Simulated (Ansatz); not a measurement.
## GeH2S: geometry relaxation

System: GeH2S.
Method: RKS PBE0-D4/def2-TZVP (Ansatz 0.2.0).

Figures and captions count atoms from 1; the log counts them from 0 in places.

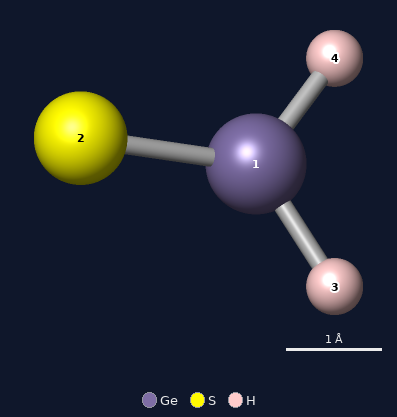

Figure 1. The structure as given in the input (ball-and-stick view, seen at a tilt; atoms are numbered from 1 in the order of the input). Sticks mark near contacts. Bond lengths as drawn: Ge–H 1.54 Å and Ge–S 2.03 Å.

**Results in brief**

| quantity | value |
| --- | --- |
| outcome | converged |
| total energy | −67375.3983 eV |
| mean-field energy | −67375.3399 eV |
| dispersion energy | −0.0584 eV |
| SCF solution under orbital rotations | stable |
| largest force (length of the vector) at the end | 0.001 eV/Å |
| dipole moment | 3.00 D |
| hardware | 4 threads of Intel Xeon @ 2.50GHz, 180 GiB of memory available, shared host |
| wall time | 11 s (CPU time 24 s) |
| peak memory | 0.42 GiB |

**The input**
```yaml
crystal:
  periodic: [false, false, false]
  atoms:
    - {symbol: Ge, position_ang: [-0.065632, 0.680902, 0.707558]}
    - {symbol: S, position_ang: [1.961733, 0.591555, 0.587399]}
    - {symbol: H, position_ang: [-0.937851, 1.694601, -0.055325]}
    - {symbol: H, position_ang: [-0.914061, -0.130799, 1.703375]}
basis:
  gaussian: {orbitals: def2-TZVP}
hamiltonian: {xc: pbe0, dispersion: d4}
relax: {f_tol: 0.005, max_steps: 200}
```

Launch command:
```bash
ansatz run in.yaml --threads 4 --pin off --events-out ev --progress --plain --max-ram 9574MiB
```

**Output**
```
Functional definition: PBE0
  name "PBE0"
  cite "Adamo & Barone, J. Chem. Phys. 110, 6158 (1999) doi:10.1063/1.478522"
  cite "Perdew, Burke & Ernzerhof, Phys. Rev. Lett. 77, 3865 (1996) doi:10.1103/PhysRevLett.77.3865"
  parent pbe
  parameter a = 0.25
  parameter kappa = 0.804
  parameter beta = 0.06672455060314922
  exchange = (1 - a)*pbe_x(kappa = kappa, mu = beta*pi^2/3) + a*exact_x
  correlation = pbe_c(beta = beta)
760 factors; their error is unknown
mean field evaluation 1: about -67373.3761 eV, gradient 2.7e1 eV
mean field evaluation 2: about -67367.1482 eV, gradient 5.4e1 eV
mean field evaluation 4: about -67375.0236 eV, gradient 2.2e0 eV
mean field evaluation 8: about -67375.3289 eV, gradient 3.0e-2 eV
mean field -67375.32891964 eV, -2475.9976691585 hartree, gradient 6.5e-5 eV, S^2 0.000000; 0 other end points of the search recorded, 0 dependent functions left out
the calculation of the forces begins
reference -67375.32894160 eV, -2475.9976699655 hartree; 25, 25 occupied and 72, 72 virtual orbitals, 760 factors
relax step   1: F+E_penalty+E_count = -67375.38723565 eV  Δ(F+E_penalty+E_count) = +0.000e0 eV  max|allowed force component| = 3.365e-1 eV/Å  Δτ_max = 0.0000 Å  (27 SCF iters, accepted)
these checks for a lower state are left out or cut short: starts, cluster_reference, orbital_swaps, neighbouring_geometries, increment
760 factors; their error is unknown
mean field evaluation 16: about -67375.0264 eV, gradient 4.0e0 eV
mean field -67375.33830757 eV, -2475.9980141585 hartree, gradient 1.6e-5 eV, S^2 0.000000; 0 other end points of the search recorded, 0 dependent functions left out
the calculation of the forces begins
reference -67375.33832948 eV, -2475.9980149640 hartree; 25, 25 occupied and 72, 72 virtual orbitals, 760 factors
relax step   2: F+E_penalty+E_count = -67375.39671103 eV  Δ(F+E_penalty+E_count) = -9.475e-3 eV  max|allowed force component| = 1.547e-1 eV/Å  Δτ_max = 0.0644 Å  (30 SCF iters, accepted)
these checks for a lower state are left out or cut short: starts, cluster_reference, orbital_swaps, neighbouring_geometries, increment
760 factors; their error is unknown
mean field -67375.33989020 eV, -2475.9980723192 hartree, gradient 5.5e-5 eV, S^2 0.000000; 0 other end points of the search recorded, 0 dependent functions left out
the calculation of the forces begins
reference -67375.33991210 eV, -2475.9980731239 hartree; 25, 25 occupied and 72, 72 virtual orbitals, 760 factors
relax step   3: F+E_penalty+E_count = -67375.39826702 eV  Δ(F+E_penalty+E_count) = -1.556e-3 eV  max|allowed force component| = 6.908e-3 eV/Å  Δτ_max = 0.0167 Å  (28 SCF iters, accepted)
these checks for a lower state are left out or cut short: starts, cluster_reference, orbital_swaps, neighbouring_geometries, increment
760 factors; their error is unknown
mean field evaluation 32: about -67375.3399 eV, gradient 1.6e-5 eV
mean field -67375.33989051 eV, -2475.9980723308 hartree, gradient 1.8e-5 eV, S^2 0.000000; 0 other end points of the search recorded, 0 dependent functions left out
the calculation of the forces begins
reference -67375.33991241 eV, -2475.9980731355 hartree; 25, 25 occupied and 72, 72 virtual orbitals, 760 factors
relax step   4: F+E_penalty+E_count = -67375.39827103 eV  Δ(F+E_penalty+E_count) = -4.009e-6 eV  max|allowed force component| = 1.215e-3 eV/Å  Δτ_max = 0.0004 Å  (21 SCF iters, accepted)
```

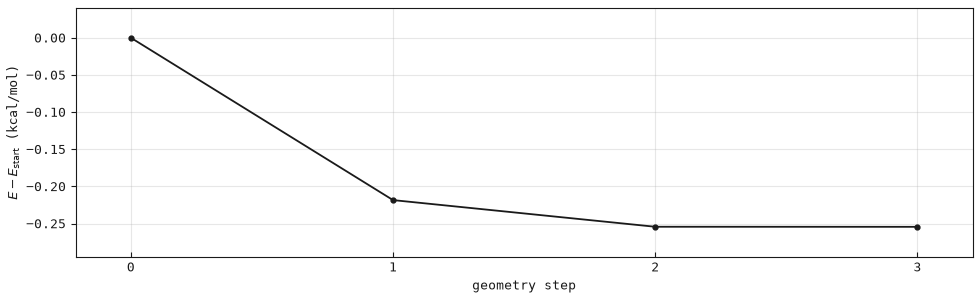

Figure 2. Progress of the relaxation, step by step (the first geometry is step 0 here and step 1 in the log).

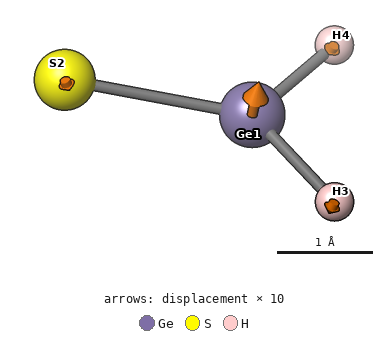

Figure 3. The starting structure with the displacements as orange arrows, magnified 10 times (ball-and-stick view, seen at a tilt). The two geometries are laid on each other by the best rigid fit. The energy falls by 0.25 kcal/mol in 3 geometry steps. The largest force component goes from 0.34 to 0.0012 eV/Å. The largest move after the best rigid fit is that of Ge1, 0.048 Å. Largest moves by element: Ge 0.048 Å, H 0.017 Å, S 0.017 Å. Among the contacts that change: Ge1–S2 2.033 → 2.021 Å. (Atoms are counted from 1 in the order of the input.)

```
760 factors; their error is unknown
mean field -67375.33989051 eV, -2475.9980723308 hartree, gradient 1.8e-5 eV, S^2 0.000000; 1 other end points of the search recorded, 0 dependent functions left out
the calculation of the forces begins
reference -67375.33991241 eV, -2475.9980731355 hartree; 25, 25 occupied and 72, 72 virtual orbitals, 760 factors
Total energy: -67375.39829293 eV, -2476.0002185798 hartree
Atom 0 at    -0.057977     0.713553     0.741344 Å, force    -0.001215     0.000213     0.000238 eV/Å
Atom 1 at     1.951829     0.582259     0.577884 Å, force     0.000252    -0.000057    -0.000062 eV/Å
Atom 2 at    -0.936744     1.684245    -0.068734 Å, force     0.000487    -0.000512     0.000330 eV/Å
Atom 3 at    -0.912919    -0.143798     1.692513 Å, force     0.000476     0.000355    -0.000505 eV/Å
Dipole moment:    -0.621964     0.040626     0.050580 e Å
```

**Trajectory as extended XYZ (Å, eV, eV/Å), 4 frames, from step=1 to step=4**
```
4
Properties=species:S:1:pos:R:3:forces:R:3 step=1 energy=-67375.38724
Ge   -0.0656    0.6809    0.7076    0.3365   0.1819   0.1843
S     1.9617    0.5916    0.5874   -0.3298  -0.0442  -0.0415
H    -0.9379    1.6946   -0.0553   -0.0035  -0.0610  -0.0790
H    -0.9141   -0.1308    1.7034   -0.0033  -0.0768  -0.0638
4
Properties=species:S:1:pos:R:3:forces:R:3 step=2 energy=-67375.39671
Ge   -0.0562    0.7252    0.7534   -0.1547  -0.0604  -0.0606
S     1.9470    0.5791    0.5746    0.1268   0.0122   0.0109
H    -0.9352    1.6830   -0.0760    0.0144  -0.0066   0.0544
H    -0.9113   -0.1510    1.6910    0.0136   0.0548  -0.0047
4
Properties=species:S:1:pos:R:3:forces:R:3 step=3 energy=-67375.39827
Ge   -0.0578    0.7136    0.7414   -0.0023  -0.0003  -0.0003
S     1.9522    0.5822    0.5778   -0.0069   0.0006   0.0007
H    -0.9370    1.6843   -0.0688    0.0047  -0.0039   0.0034
H    -0.9132   -0.1439    1.6926    0.0046   0.0037  -0.0039
4
Properties=species:S:1:pos:R:3:forces:R:3 step=4 energy=-67375.39827
Ge   -0.0580    0.7136    0.7413   -0.0012   0.0002   0.0002
S     1.9518    0.5823    0.5779    0.0003  -0.0001  -0.0001
H    -0.9367    1.6842   -0.0687    0.0005  -0.0005   0.0003
H    -0.9129   -0.1438    1.6925    0.0005   0.0004  -0.0005
```
